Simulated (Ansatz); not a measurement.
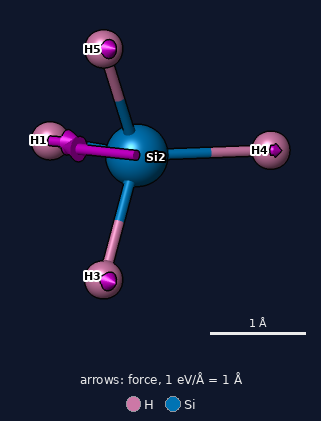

Starting geometry of SiH4 with the computed forces as purple arrows. Style: ball-and-stick. Shown face on.

It is one of the separated reactants of a reaction.

Method: RKS PBE0-D4/def2-TZVP (Ansatz). Set-up: force threshold 0.005 eV/Å; at most 200 steps.

Question: What follows when this structure is relaxed?

Answer: It isn't relaxed: the largest force vector, on Si2, is 1.04 eV/Å. The final displacements follow the starting forces only in part (cosine between the two patterns 0.62). Over 3 accepted moves (4 points after the start) the energy falls by 0.71 kcal/mol. The largest force component goes from 0.94 to 0.00044 eV/Å. The line search rejected the trial step at point 2 of the run. The largest move after the best rigid fit is that of Si2, 0.047 Å. Largest moves by element: Si 0.047 Å, H 0.037 Å. Some distances before and after: H1–Si2 1.514 → 1.485 Å, Si2–H3 1.480 → 1.485 Å. Bond angles that change, for instance: H1–Si2–H3 105.4° → 109.5°, H3–Si2–H4 112.0° → 109.5°. The run took 1.4 s on 2 threads of Intel Xeon 6975P-C (shared host).
